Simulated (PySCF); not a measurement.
**AlO: EPR parameters at several levels of theory**

How much do the EPR parameters of AlO (`[O]=[Al]`) depend on the level of theory, and what does each level cost?

Programs: PySCF 2.14.0, with density-fitted response routines of our own. Each step states its level of theory. These are calculated values for one molecule in the gas phase, unless marked as measured. Atoms are numbered from 0 throughout.

**1. The starting structure**

2 atoms, charge 0, multiplicity 2; geometry from: GFN2-xTB.

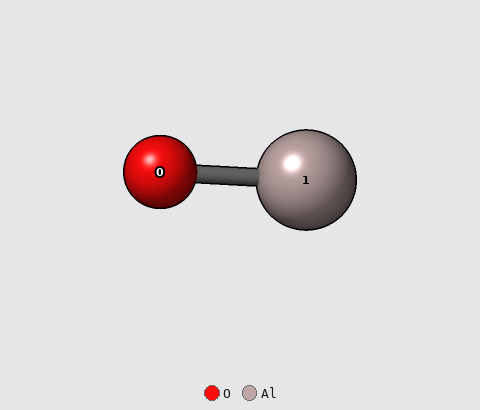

As it starts; oxygen red, aluminium light grey, atoms numbered.

**2. Optimising the geometry at PBE0-D3(BJ)/def2-SVP**

What the job is given:

```
{"job": {"xc": "PBE0", "basis": "def2-SVP", "d3": "d3bj", "grid": 1, "kind": "geom"}, "charge": 0, "multiplicity": 2}
O      0.787760    -0.005740    -0.005740
Al    -0.782240     0.008270    -0.022560
```

Output:

```text
step   0  E = -317.26591587  max force = 0.050666
step   1  E = -317.26856905  max force = 0.011051
step   2  E = -317.26872812  max force = 0.001846
step   3  E = -317.26873317  max force = 0.000083
optimisation converged
```

It took 1.5 s on 1 thread, shared host.

Relaxation path:

```tsv
step	energy from step 0 (eV)	largest force component (eV/Å)
0	0.0000	2.6054
1	-0.0722	0.5683
2	-0.0765	0.0949
3	-0.0767	0.0043
```

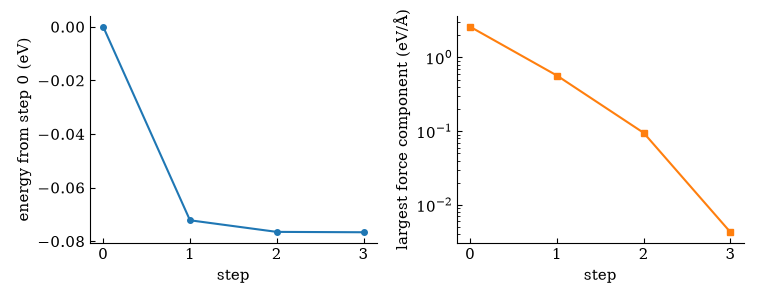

Energy and largest force along the relaxation.

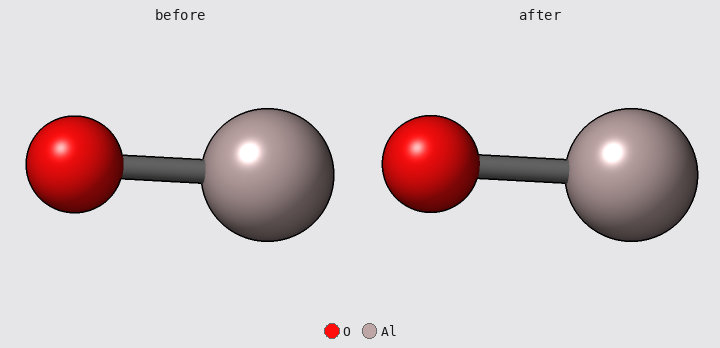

Before and after, at one scale.

The bond:

```tsv
bond	before (Å)	after (Å)	change (Å)
O0–Al1	1.570	1.632	+0.062
```

The final coordinates are the input of the step that follows.

```tsv
at the end point	value
point group (found at 0.08 Å tolerance)	C∞v
rotational constants (GHz, main isotopes)	18.885, 18.885
dipole moment (D)	3.73
⟨S²⟩	0.760
```

**3. g tensor and hyperfine couplings: B3LYP/IGLO-III**

What the job is given:

```
{"job": {"kind": "epr"}, "charge": 0, "multiplicity": 2}
O      0.818914    -0.005788    -0.005701
Al    -0.813394     0.008318    -0.022599
```

Level: UKS B3LYP, IGLO-III on Al O, non-relativistic, mean-field spin-orbit, GIAO.

Output:

```text
UKS, coarse grid
  cycle   1  E = -317.30566495  |g| = 8.81e-01
  cycle   2  E = -310.56553561  |g| = 2.47e+00
  cycle   3  E = -317.58778000  |g| = 3.43e-01
  cycle   4  E = -317.67236164  |g| = 6.56e-02
  cycle   5  E = -317.67307054  |g| = 6.60e-02
  cycle   6  E = -317.67385266  |g| = 5.91e-02
  cycle   7  E = -317.67509624  |g| = 3.41e-02
  cycle   8  E = -317.67565859  |g| = 4.53e-03
  cycle   9  E = -317.67567273  |g| = 1.83e-03
  cycle  10  E = -317.67567498  |g| = 2.52e-04
UKS, final grid
  cycle   1  E = -317.67565663  |g| = 7.77e-04
  cycle   2  E = -317.67565355  |g| = 2.82e-03
  cycle   3  E = -317.67565690  |g| = 4.94e-05
  cycle   4  E = -317.67565690  |g| = 1.01e-05
internal stability: stable
E = -317.67565690 Eh   <S^2> = 0.7586 (exact 0.7500)
g shifts (ppm)      1          2          3
  rmc          -204       -204       -204
  gc              3         70         70
  oz_so          -0        847        850
  total        -200        713        716
hyperfine (MHz)  atom isotope    a_iso     a_fc   dipolar eigenvalues
    0   17O       6.47       8.16   -131.11     65.56     65.56
    1  27Al     519.20     521.11    -58.89    -58.89    117.78
```

Run time: 3.1 s. Hardware: 1 thread, shared host.

Principal g values 2.00212, 2.00303, 2.00304; g(iso) = 2.00273, against 2.00232 for a free electron.

Hyperfine couplings, nucleus by nucleus at this fixed geometry (no averaging over rotations):

```tsv
nuclei	isotope	a(iso) (MHz)	a(iso) (G, at g = 2.0023)	largest dipolar term (MHz)	measured (MHz)
Al1	27Al	519.2	185.3	117.8	766.0
O0	17O	6.5	2.3	-131.1	2.0
```

Measured: Ne matrix; Aldegunde, Hutson, Hyperfine structure of 2Sigma molecules containing alkaline-earth atoms, arXiv:1711.09467. Many experiments give no sign.

Mulliken spin populations:

```tsv
atom	value (e)
O0	0.41
Al1	0.59
```

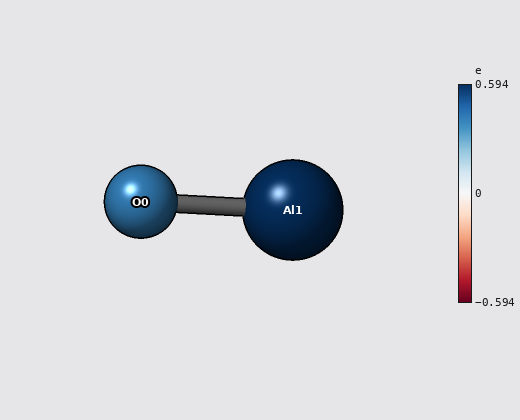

Mulliken spin populations, as colours on the atoms.

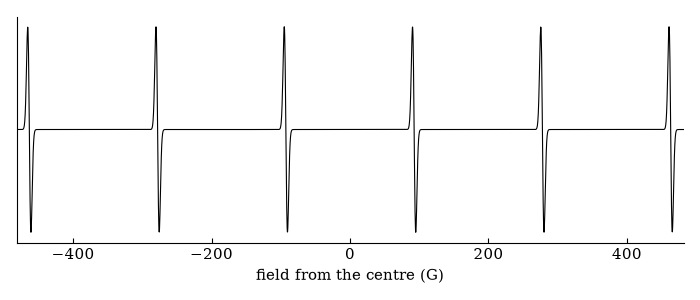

First-order isotropic spectrum (first derivative, main isotopes with spin only, couplings over 0.8 MHz, Gaussian width 2.3 G; couplings of the frozen geometry, rotation of groups not averaged beyond the rows shown).

**4. EPR parameters: PBE/IGLO-III**

What the job is given:

```
{"job": {"kind": "epr", "xc": "PBE"}, "charge": 0, "multiplicity": 2}
O      0.818914    -0.005788    -0.005701
Al    -0.813394     0.008318    -0.022599
```

Level: UKS PBE, IGLO-III on Al O, non-relativistic, mean-field spin-orbit, GIAO.

Output:

```text
UKS, coarse grid
  cycle   1  E = -317.03346399  |g| = 9.34e-01
  cycle   2  E = -309.42651678  |g| = 2.46e+00
  cycle   3  E = -317.31175961  |g| = 4.42e-01
  cycle   4  E = -317.40566756  |g| = 2.76e-01
  cycle   5  E = -317.43377292  |g| = 1.69e-01
  cycle   6  E = -317.44267452  |g| = 1.02e-01
  cycle   7  E = -317.44780613  |g| = 9.01e-03
  cycle   8  E = -317.44783325  |g| = 1.88e-03
  cycle   9  E = -317.44783461  |g| = 1.40e-03
  cycle  10  E = -317.44783541  |g| = 6.15e-04
UKS, final grid
  cycle   1  E = -317.44780485  |g| = 3.48e-03
  cycle   2  E = -317.44764343  |g| = 1.93e-02
  cycle   3  E = -317.44781032  |g| = 7.93e-05
  cycle   4  E = -317.44781032  |g| = 4.08e-06
internal stability: stable
E = -317.44781032 Eh   <S^2> = 0.7544 (exact 0.7500)
g shifts (ppm)      1          2          3
  rmc          -182       -182       -182
  gc             70         70          5
  oz_so       -1968      -1968          0
  total       -2079      -2079       -177
hyperfine (MHz)  atom isotope    a_iso     a_fc   dipolar eigenvalues
    0   17O      11.53      12.17   -116.81     58.40     58.40
    1  27Al     645.12     646.77    -55.73    -55.73    111.47
```

It took 2 s on 1 thread, shared host.

Key values: g(iso) 2.00087.

**5. EPR parameters: PBE0/IGLO-III**

What the job is given:

```
{"job": {"kind": "epr", "xc": "PBE0"}, "charge": 0, "multiplicity": 2}
O      0.818914    -0.005788    -0.005701
Al    -0.813394     0.008318    -0.022599
```

Method: UKS PBE0, IGLO-III on Al O, non-relativistic, mean-field spin-orbit, GIAO.

Output:

```text
UKS, coarse grid
  cycle   1  E = -317.11606527  |g| = 8.33e-01
  cycle   2  E = -310.96172378  |g| = 2.48e+00
  cycle   3  E = -317.39802967  |g| = 2.59e-01
  cycle   4  E = -317.44993384  |g| = 4.94e-02
  cycle   5  E = -317.45050296  |g| = 5.15e-02
  cycle   6  E = -317.45119724  |g| = 4.54e-02
  cycle   7  E = -317.45210211  |g| = 2.58e-02
  cycle   8  E = -317.45248341  |g| = 3.54e-03
  cycle   9  E = -317.45249240  |g| = 1.36e-03
  cycle  10  E = -317.45249370  |g| = 3.69e-04
UKS, final grid
  cycle   1  E = -317.45247463  |g| = 1.02e-03
  cycle   2  E = -317.45247065  |g| = 3.26e-03
  cycle   3  E = -317.45247511  |g| = 6.27e-05
  cycle   4  E = -317.45247513  |g| = 4.47e-05
  cycle   5  E = -317.45247513  |g| = 1.29e-05
internal stability: stable
E = -317.45247513 Eh   <S^2> = 0.7615 (exact 0.7500)
g shifts (ppm)      1          2          3
  rmc          -195       -195       -195
  gc              3         69         69
  oz_so          -0         65         84
  total        -192        -61        -41
hyperfine (MHz)  atom isotope    a_iso     a_fc   dipolar eigenvalues
    0   17O      17.33      18.73   -125.62     62.81     62.81
    1  27Al     489.04     490.78    -57.42    -57.42    114.85
```

Run time: 2.8 s. Hardware: 1 thread, shared host.

This run: g(iso) 2.00222.

**6. EPR parameters: BHandHLYP/IGLO-III**

What the job is given:

```
{"job": {"kind": "epr", "xc": "BHandHLYP"}, "charge": 0, "multiplicity": 2}
O      0.818914    -0.005788    -0.005701
Al    -0.813394     0.008318    -0.022599
```

Level: UKS BHandHLYP, IGLO-III on Al O, non-relativistic, mean-field spin-orbit, GIAO.

Output:

```text
UKS, coarse grid
  cycle   1  E = -317.31567218  |g| = 7.72e-01
  cycle   2  E = -313.47819727  |g| = 2.42e+00
  cycle   3  E = -317.59245672  |g| = 1.11e-01
  cycle   4  E = -317.60449254  |g| = 5.05e-02
  cycle   5  E = -317.60594907  |g| = 4.36e-02
  cycle   6  E = -317.60739426  |g| = 2.95e-02
  cycle   7  E = -317.60859206  |g| = 1.06e-02
  cycle   8  E = -317.60884005  |g| = 3.58e-03
  cycle   9  E = -317.60888752  |g| = 9.83e-04
  cycle  10  E = -317.60888982  |g| = 2.73e-04
UKS, final grid
  cycle   1  E = -317.60887728  |g| = 5.25e-04
  cycle   2  E = -317.60887695  |g| = 1.07e-03
  cycle   3  E = -317.60887740  |g| = 3.57e-05
  cycle   4  E = -317.60887740  |g| = 1.65e-05
internal stability: stable
E = -317.60887740 Eh   <S^2> = 0.7723 (exact 0.7500)
g shifts (ppm)      1          2          3
  rmc          -227       -227       -227
  gc             -1         68         68
  oz_so          -0       8885       8919
  total        -228       8727       8761
hyperfine (MHz)  atom isotope    a_iso     a_fc   dipolar eigenvalues
    0   17O       1.66       6.38   -152.46     76.23     76.23
    1  27Al     216.10     218.54    -60.63    -60.63    121.26
```

It took 2.7 s on 1 thread, shared host.

This run: g(iso) 2.00807.

**7. EPR parameters: HF/IGLO-III**

What the job is given:

```
{"job": {"kind": "epr", "xc": "HF"}, "charge": 0, "multiplicity": 2}
O      0.818914    -0.005788    -0.005701
Al    -0.813394     0.008318    -0.022599
```

With the program's defaults for keys left out, this is: UKS HF, IGLO-III on Al O, non-relativistic, mean-field spin-orbit, GIAO.

Output, cut to the lines that bear on the results:

```text
UKS, final grid
  cycle   1  E = -316.56708662  |g| = 6.22e-01
  cycle   2  E = -316.38869753  |g| = 9.28e-01
  cycle   3  E = -316.76085687  |g| = 5.21e-02
  cycle   4  E = -316.76511795  |g| = 2.42e-02
  cycle   5  E = -316.76646283  |g| = 1.37e-02
  cycle   6  E = -316.76716192  |g| = 1.17e-02
  cycle   7  E = -316.76766284  |g| = 1.19e-02
  cycle   8  E = -316.76802918  |g| = 1.20e-02
  cycle   9  E = -316.76836257  |g| = 1.20e-02
  cycle  10  E = -316.76803199  |g| = 1.20e-02
[... 39 cycles left out ...]
  cycle  50  E = -316.77502629  |g| = 6.81e-03
  cycle  51  E = -316.77373449  |g| = 1.14e-02
  cycle  52  E = -316.77492001  |g| = 1.10e-02
  cycle  53  E = -316.77508744  |g| = 4.00e-03
  cycle  54  E = -316.77508028  |g| = 3.57e-03
  cycle  55  E = -316.77510359  |g| = 7.36e-04
  cycle  56  E = -316.77510448  |g| = 3.11e-04
  cycle  57  E = -316.77510476  |g| = 1.07e-04
  cycle  58  E = -316.77510479  |g| = 1.58e-05
  cycle  59  E = -316.77510479  |g| = 5.03e-06
internal stability: unstable
restart along the unstable mode
  cycle   1  E = -316.78322818  |g| = 4.87e-02
  cycle   2  E = -316.78556270  |g| = 2.35e-02
  cycle   3  E = -316.78620079  |g| = 1.44e-02
  cycle   4  E = -316.78657271  |g| = 7.23e-03
  cycle   5  E = -316.78682166  |g| = 5.77e-03
  cycle   6  E = -316.78700040  |g| = 5.47e-03
  cycle   7  E = -316.78735056  |g| = 4.97e-03
  cycle   8  E = -316.78817753  |g| = 4.57e-03
  cycle   9  E = -316.78819832  |g| = 3.80e-03
  cycle  10  E = -316.78862616  |g| = 8.86e-03
  cycle  11  E = -316.78865529  |g| = 5.49e-03
  cycle  12  E = -316.78870029  |g| = 3.30e-03
  cycle  13  E = -316.78871721  |g| = 8.17e-04
  cycle  14  E = -316.78871927  |g| = 3.41e-04
  cycle  15  E = -316.78871987  |g| = 2.93e-04
  cycle  16  E = -316.78872010  |g| = 1.37e-04
  cycle  17  E = -316.78872043  |g| = 1.17e-04
  cycle  18  E = -316.78872065  |g| = 4.20e-05
  cycle  19  E = -316.78872071  |g| = 1.48e-05
  cycle  20  E = -316.78872072  |g| = 5.92e-06
  cycle  21  E = -316.78872072  |g| = 2.68e-06
internal stability: stable
E = -316.78872072 Eh   <S^2> = 0.8972 (exact 0.7500)
g shifts (ppm)      1          2          3
  rmc          -282       -282       -282
  gc            -15         53         45
  oz_so        -249      17816      77340
  total        -545      17586      77104
hyperfine (MHz)  atom isotope    a_iso     a_fc   dipolar eigenvalues
    0   17O     -59.76     -59.76   -243.94    118.03    125.90
    1  27Al      -9.69      -9.69    -56.71    -10.73     67.44
```

Run time: 2.4 s. Hardware: 1 thread, shared host.

Key values: g(iso) 2.03370, not to be trusted: the run shows a large g shift, which the driver flags as unsure and spin contamination.

**8. EPR parameters: CAM-B3LYP/IGLO-III**

What the job is given:

```
{"job": {"kind": "epr", "xc": "CAM-B3LYP"}, "charge": 0, "multiplicity": 2}
O      0.818914    -0.005788    -0.005701
Al    -0.813394     0.008318    -0.022599
```

Level: UKS CAM-B3LYP, IGLO-III on Al O, non-relativistic, mean-field spin-orbit, GIAO.

Output:

```text
UKS, coarse grid
  cycle   1  E = -317.31060748  |g| = 8.28e-01
  cycle   2  E = -313.11916362  |g| = 2.52e+00
  cycle   3  E = -317.61363435  |g| = 1.30e-01
  cycle   4  E = -317.62887365  |g| = 5.16e-02
  cycle   5  E = -317.62994308  |g| = 4.25e-02
  cycle   6  E = -317.63083801  |g| = 2.83e-02
  cycle   7  E = -317.63142406  |g| = 1.04e-02
  cycle   8  E = -317.63155159  |g| = 1.85e-03
  cycle   9  E = -317.63156631  |g| = 5.83e-04
  cycle  10  E = -317.63156846  |g| = 3.27e-04
UKS, final grid
  cycle   1  E = -317.63155256  |g| = 6.62e-04
  cycle   2  E = -317.63155188  |g| = 1.53e-03
  cycle   3  E = -317.63155276  |g| = 5.86e-05
  cycle   4  E = -317.63155277  |g| = 2.85e-05
  cycle   5  E = -317.63155278  |g| = 5.10e-06
internal stability: stable
E = -317.63155278 Eh   <S^2> = 0.7624 (exact 0.7500)
g shifts (ppm)      1          2          3
  rmc          -203       -203       -203
  gc              3         72         72
  oz_so          -0       1312       1340
  total        -200       1182       1209
hyperfine (MHz)  atom isotope    a_iso     a_fc   dipolar eigenvalues
    0   17O      24.21      26.16   -131.68     65.84     65.84
    1  27Al     492.20     494.14    -60.11    -60.11    120.22
```

Run time: 3.3 s. Hardware: 1 thread, shared host.

Key values: g(iso) 2.00305.

**9. Side by side: EPR parameters**

g, ⟨S²⟩ and isotropic hyperfine couplings (MHz), with basis size and wall time; * marks a run flagged for spin contamination, instability or a large g shift:

```tsv
run	g(iso)	⟨S²⟩	27Al Al1	17O O0	functions	time
B3LYP/IGLO-III	2.00273	0.759	519.2	6.5	79	3.1 s
PBE/IGLO-III	2.00087	0.754	645.1	11.5	79	2 s
PBE0/IGLO-III	2.00222	0.761	489.0	17.3	79	2.8 s
BHandHLYP/IGLO-III	2.00807	0.772	216.1	1.7	79	2.7 s
HF/IGLO-III*	2.03370	0.897	-9.7	-59.8	79	2.4 s
CAM-B3LYP/IGLO-III	2.00305	0.762	492.2	24.2	79	3.3 s
measured	–	–	766.0	2.0	–	–
```

Measured: Ne matrix; Aldegunde, Hutson, Hyperfine structure of 2Sigma molecules containing alkaline-earth atoms, arXiv:1711.09467.

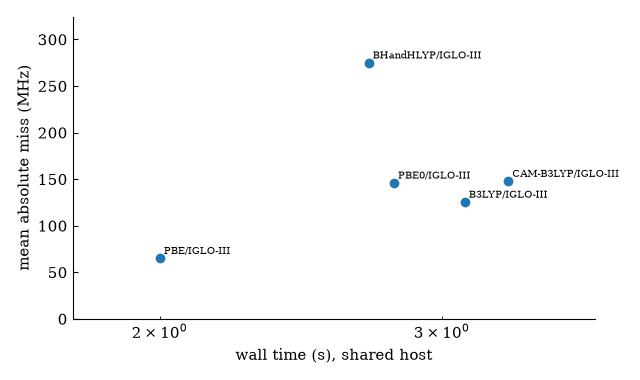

Cost against miss for the 2 measured hyperfine couplings.

**10. Results**

| quantity | value |
| --- | --- |
| point group | C∞v |
| rotational constants (main isotopes) | 18.88, 18.88 GHz |
| g(iso) (B3LYP) | 2.00273 |
| ⟨S²⟩ | 0.759 (exact 0.75) |
| largest a(iso) | 27Al on Al1, 519.2 MHz |
| property runs in this session | 6, of which 0 failed and 1 gave unsound results |

What this shows: Single values in the summary come from the first run of each kind that ended normally (B3LYP/IGLO-III), which need not be the best level. Relaxing lowered the energy by 0.077 eV in 3 steps; the close pair that moved most is O0–Al1, from 1.570 to 1.632 Å. Al1 carries the largest spin population, 0.59 e. The isotropic g lies 0.4 ppt above the free-electron value. In size, the 2 measured couplings are missed by 125.6 MHz on average; matrix, vibration and temperature are not in the model. The coupling of 27Al on Al1 runs from 216.1 (BHandHLYP/IGLO-III) to 645.1 MHz (PBE/IGLO-III), the starred runs left aside. For the 2 measured hyperfine couplings, PBE/IGLO-III misses least (65.2 MHz, 2 s) and BHandHLYP/IGLO-III most (275.1 MHz, 2.7 s). One molecule ranks no method: errors cancel, and vibration and temperature are missing from all runs.
